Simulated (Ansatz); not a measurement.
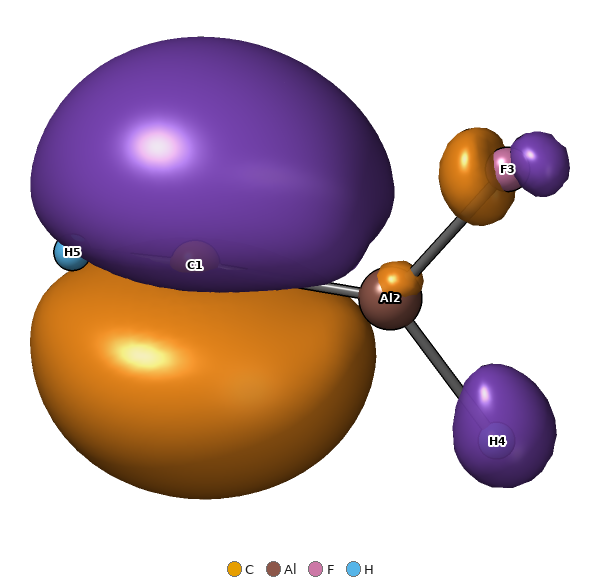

*CH$_{2}$AlF (charge −1, doublet). The HOMO−1 (α) at ±0.08 Å⁻³ᐟ² (orange and purple are the two phases), seen at an oblique angle.*

Geometry: B3LYP-D3(BJ)/def2-SVPD.

Theory: isolated molecule in a Gaussian basis; Kohn-Sham density functional theory, functional PBE0 (Ansatz 0.2.0).

```xyz
5

C    -0.9479    1.4853    0.0167
Al    0.2112    0.2997    0.7214
F     1.9313    0.2739    0.4467
H    -0.1300   -1.0222    1.5682
H    -1.6027    2.3132   -0.2575
```

Q: Describe this orbital and give its energy.

A: Its weight (Hirshfeld) is mainly on C1 (about 75 %), Al2 (about 20 %) and H5 (about 5 %). Its energy is −0.94 eV.
